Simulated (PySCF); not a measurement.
Molecule: C₅H₇F₃OS, SMILES C=C(CC(F)(F)F)[S@@](C)=O.

```xyz
17

C      0.5234    -1.8193     0.8379
C      0.4058    -0.8096    -0.0230
C      1.2357     0.4329    -0.0947
C      1.0565     1.3715     1.0703
F     -0.2145     1.7800     1.1977
F      1.4024     0.8029     2.2321
F      1.8100     2.4606     0.9188
S     -0.8108    -0.9581    -1.3729
C     -2.1766    -0.0825    -0.5587
O     -0.3320    -0.0339    -2.4595
H     -0.1142    -2.7055     0.7590
H      1.2500    -1.7890     1.6544
H      0.9795     0.9668    -1.0272
H      2.3058     0.1833    -0.1470
H     -2.9598     0.0134    -1.3234
H     -1.8305     0.9084    -0.2392
H     -2.5385    -0.6708     0.2959
```

GIAO shifts, HF/pcSseg-1 with PySCF 2.14.0, at a PBE0-D3(BJ)/def2-SVP geometry (no frequency check), against CFCl₃ for ¹⁹F and CS₂ for ³³S computed at the same level (¹⁹F: this reference is a hard case for the method, so all values can be off together by tens of ppm, and differences between signals are safer). Gas phase, fully decoupled, line heights follow the number of nuclei, widths are arbitrary (no quadrupolar broadening); values of one conformer, averaged over methyl-type rotors and exact or near symmetry; other conformers aren't averaged in.

### How many ¹⁹F lines appear, and where?

1 signal.


```
δ (ppm)  nuclei       atoms
  −50.3       3  F5, F6, F7
```

### How many ³³S lines appear, and where?

1 signal.


```tsv
δ (ppm)	nuclei	atoms
245.9	1	S8
```

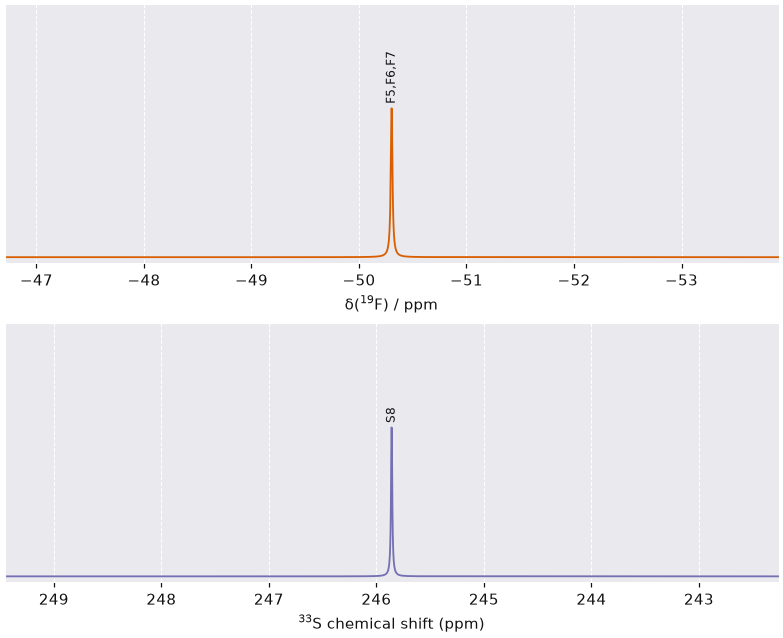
